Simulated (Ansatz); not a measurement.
**A computed series for hypothetical anti-perovskite Mg3PbO: pressure series**

Consider Mg$_{3}$PbO in the anti-perovskite structure (space group Pm-3m, No. 221; a = 4.385 Å; a hypothetical phase, not in the database extracts checked).

Cell and atoms are relaxed at each pressure.

Computed with PBEsol, PAW, 420 eV (Ansatz, a program for electronic structure; spin-orbit coupling left out).

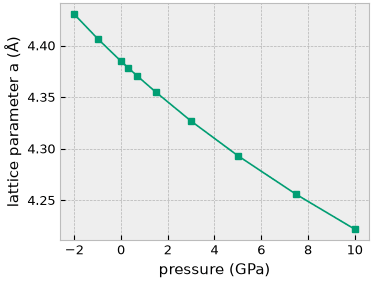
Lattice parameter a against pressure

```tsv
pressure (GPa)	lattice parameter a
-2	443.0 pm
-1	440.7 pm
0.3	437.9 pm
0.7	437.0 pm
1.5	435.5 pm
3	432.7 pm
5	429.3 pm
7.5	425.6 pm
10	422.2 pm
```

Load acts through the strain it causes; cell and atoms are relaxed under it. No phonon test of stability was made. No other phases were tried under pressure. All final runs are without spin polarisation.
